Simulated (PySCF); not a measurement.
# C2H3Cl4FSi: what the fields show

```json
{"atom": "F", "x (Å)": "-0.2432", "y (Å)": "0.1451", "z (Å)": "-1.8378"}
{"atom": "C", "x (Å)": "-0.2242", "y (Å)": "0.4300", "z (Å)": "-0.4828"}
{"atom": "C", "x (Å)": "-1.3549", "y (Å)": "-0.3210", "z (Å)": "0.1974"}
{"atom": "Cl", "x (Å)": "-2.9469", "y (Å)": "0.3724", "z (Å)": "-0.2295"}
{"atom": "Si", "x (Å)": "1.5344", "y (Å)": "-0.0258", "z (Å)": "0.2118"}
{"atom": "Cl", "x (Å)": "1.5605", "y (Å)": "0.5637", "z (Å)": "2.1425"}
{"atom": "Cl", "x (Å)": "1.7891", "y (Å)": "-2.0136", "z (Å)": "0.0789"}
{"atom": "Cl", "x (Å)": "2.9159", "y (Å)": "0.9594", "z (Å)": "-0.8532"}
{"atom": "H", "x (Å)": "-0.4028", "y (Å)": "1.5101", "z (Å)": "-0.4128"}
{"atom": "H", "x (Å)": "-1.2594", "y (Å)": "-0.2544", "z (Å)": "1.2798"}
{"atom": "H", "x (Å)": "-1.3631", "y (Å)": "-1.3632", "z (Å)": "-0.1202"}
```

Geometry: GFN2-xTB.

The calculation used PBE0/pcSseg-1, SCF density, gas phase, non-relativistic in PySCF.

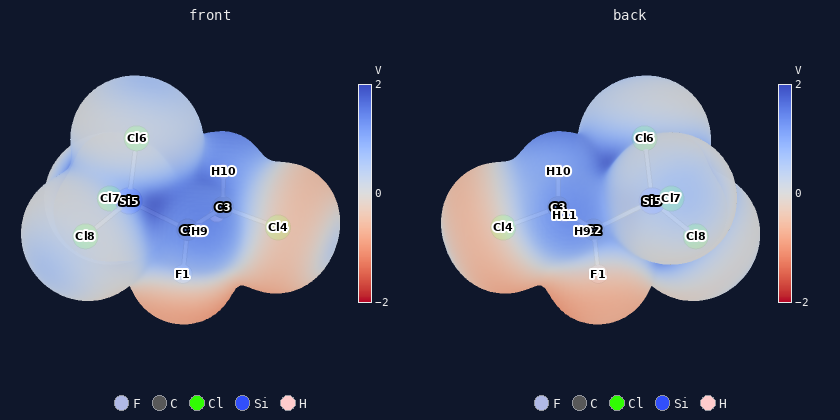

Figure 1. The electrostatic potential painted on the density surface at 0.002 e/bohr³, seen from the front and from behind; red is negative and blue positive.

Where is the surface potential most negative and most positive?

Answer. The most negative region (about −0.9 V, or −21 kcal/mol for a unit charge) lies over F1, the most positive (about +1.7 V, or +39 kcal/mol for a unit charge) over Si5. Cl4 shows a σ-hole: about +0.3 V, or +7 kcal/mol for a unit charge at the tip opposite its bond, against about −0.4 V, or −9 kcal/mol for a unit charge on its flanks. Cl8 shows a σ-hole: about +0.6 V, or +14 kcal/mol for a unit charge at the tip opposite its bond, against about +0.1 V on its flanks.

How polar is the molecule by this calculation?

Answer. Its dipole moment is 1.71 D.

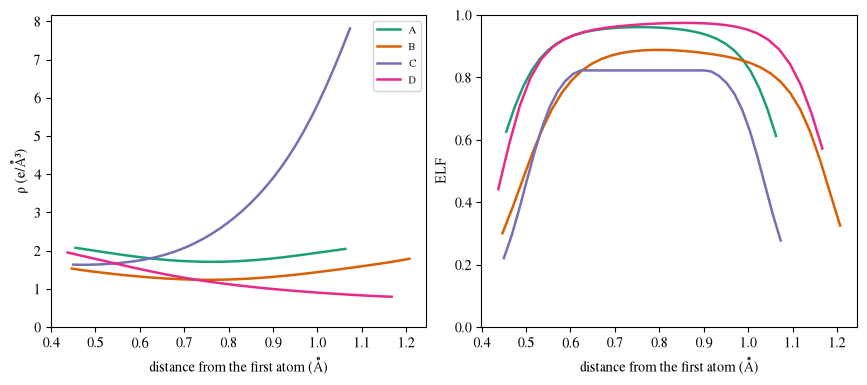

Figure 2. Electron density and ELF along straight lines between neighbouring atoms. The curves leave out the atomic cores.

Which curve belongs to which contact (C–C, C–Cl, C–F and C–Si)? The first atom named is at distance zero.

Answer. Curve A: C–C (1.52 Å): ρ at the midpoint is about 1.7 e/Å³; the ELF peaks at about 0.95 between the atoms, as expected for a shared electron pair. Curve B: C–Cl (1.79 Å): the density is about 1.3 e/Å³ at the midpoint; the ELF peaks at about 0.90 between the atoms; localised, covalent bonding. Curve C: C–F (1.38 Å): the density is about 2 e/Å³ at the midpoint, with its minimum of 1.6 e/Å³ about 0.5 Å from C; the ELF peaks at about 0.80 between the atoms: a polar covalent bond. Curve D: C–Si (1.95 Å): ρ is about 0.93 e/Å³ halfway; the ELF peaks at about 1 between the atoms; a shared electron pair.
